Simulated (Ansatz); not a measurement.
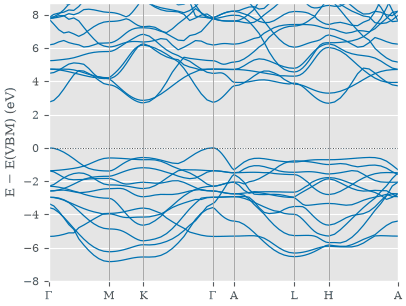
Band structure from DFT-PBE in the program Ansatz with PAW potentials

**Question.** Read off the gap and where the band edges lie.

**Answer.** About 2.7 eV (2.68 eV by a search for the band edges); maximum at Γ, minimum at H.

**Question.** Pick the material that matches.
A) Si3N4, P6_3/m (Si on 6h, N on 2d, N on 6h)
B) GaN, wurtzite
C) MgZn3O4, P6_3mc (Mg on 2b, O on 2b, Zn on 6c, O on 6c)
D) ScAl3N4, P-6m2 (Pearson symbol hP8)

**Answer.** D, ScAl3N4, P-6m2 (Pearson symbol hP8)

The start of the workflow was typed in or built on a structure type; neither database checked (COD, Materials Project) lists it. Whether it is the stable phase at ambient conditions was not checked. Symmetry was held in the PBE relaxation; its stability against distortions is not shown here. No spin polarisation was allowed.

Potentials: the earlier of the program's two PAW sets.
